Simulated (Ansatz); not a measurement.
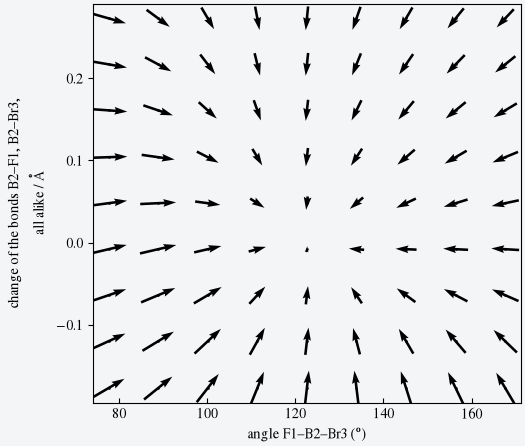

BBrF, SMILES F[B]Br, spin multiplicity 2. First axis: angle F1–B2–Br3. Second axis: change of the bonds B2–F1, B2–Br3, all alike. Nothing is relaxed (all other coordinates rigid). The grid has 9 × 9 points. Points are written as (first, second). The calculation used UKS wB97X-V/def2-SVP (Ansatz 0.2.0).

In the figure: dots at the grid points, arrows along the force (downhill), their lengths compressed.

> The arrows alone are given. Where is the energy lowest?

The arrows converge at about (123°, 0.000 Å) (read from the interpolated surface).

The energy map of the same scan:

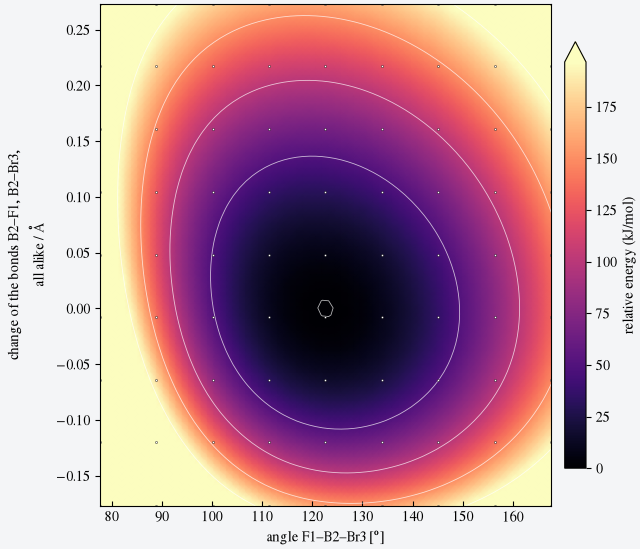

Energies are in kJ/mol, from the lowest grid point; between grid points the surface is interpolated.
